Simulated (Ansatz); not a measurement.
The calculation's input:

```
crystal:
  periodic: [false, false, false]
  atoms:
    - {symbol: O, position_ang: [-0.077180, 1.389742, 1.602578]}
    - {symbol: Si, position_ang: [0.521662, 0.703143, 0.233227]}
    - {symbol: N, position_ang: [0.296317, -1.011373, -0.015297]}
    - {symbol: Al, position_ang: [-0.577283, -0.415617, -1.449027]}
    - {symbol: Cl, position_ang: [-1.635171, -1.370389, -2.977627]}
    - {symbol: H, position_ang: [-1.000475, 1.224000, 1.801820]}
    - {symbol: H, position_ang: [1.913175, 1.218717, 0.231841]}
    - {symbol: H, position_ang: [0.651155, -1.795222, 0.516785]}
basis:
  gaussian: {orbitals: def2-TZVPP}
hamiltonian: {xc: pbe0, dispersion: d4}
output: {orbitals: {seedname: orbitals}}
```

Run with:

```sh
ansatz run in.yaml --threads 2 --pin off --events-out ev --progress --plain --max-ram 4352MiB
```

Geometry: PBE0-D4/def2-TZVP.

Level of theory: RKS PBE0-D4/def2-TZVPP in Ansatz.

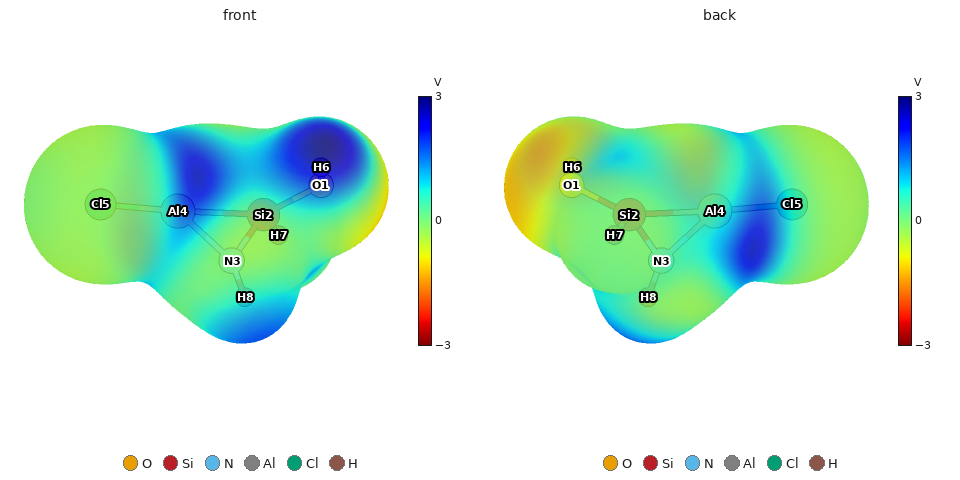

AlClH$_{3}$NOSi. The molecular electrostatic potential painted on the density surface at 0.002 e/bohr³, seen from the front and from behind; the colour scale runs from red (negative) to blue (positive).

Question: Describe the electrostatic potential map.

Answer: The most negative region (about −1.3 V) lies over O1, the most positive (about +2.7 V) over H6. O1 is the likeliest acceptor of a hydrogen bond.
